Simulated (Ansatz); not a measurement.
Relaxed InAs (zinc blende):

```yaml
crystal:
  lattice:
    - [0.00000, 6.18632, 6.18632]
    - [3.09316, 0.00000, 3.09316]
    - [3.09316, 3.09316, 0.00000]
  atoms:
    - { symbol: As, position: [0.37500, 0.75000, 0.75000] }
    - { symbol: As, position: [0.87500, 0.75000, 0.75000] }
    - { symbol: In, position: [0.00000, 0.00000, 0.00000] }
    - { symbol: In, position: [0.50000, 0.00000, 0.00000] }
```

The atoms are displaced by Q × the pattern below (from a DFPT mode at L = (0.5, 0.0, 0.0), largest move 1; Q in Å), at fixed cell. It is one choice among 2 degenerate patterns. (q is in reciprocal vectors of the primitive cell; the cell shown is doubled to hold the pattern.)

```csv
atom,x,y,z
As1,-0.259,0.472,-0.731
As2,0.259,-0.472,0.731
In3,0.285,-0.520,0.805
In4,-0.285,0.520,-0.805
```

These are PBE (plane waves to 420 eV, PAW, scalar-relativistic; Ansatz, a program for electronic structure) values and carry that method's errors. k mesh 9×9×9 (Γ-centred), Fermi-Dirac smearing 0.05 eV. E stands for the smeared free energy. With partly filled bands, energies and forces of such displacements shift with the k mesh and the smearing. At this level the bands of InAs touch or barely overlap; measurements give the solid a gap. InAs was relaxed with its symmetry unable to fall. The zero of ΔE is the undisplaced structure.

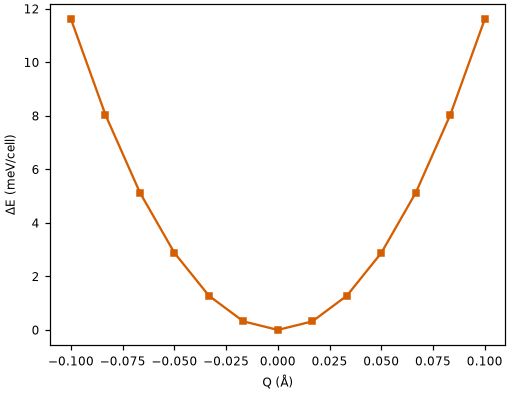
Fig. 1. ΔE (meV/cell) against Q (Å); markers are the computed points, lines only join them.

### Question
What is the energy change at Q = 0.100 Å?

### Answer
About 12 meV/cell.

### Question
What harmonic wavenumber does the curvature at Q = 0 give?

### Answer
About 42 cm⁻¹.

(A displaced cell: forces are minus the slopes of the energy, force constants its curvatures, and phonons follow from these.)
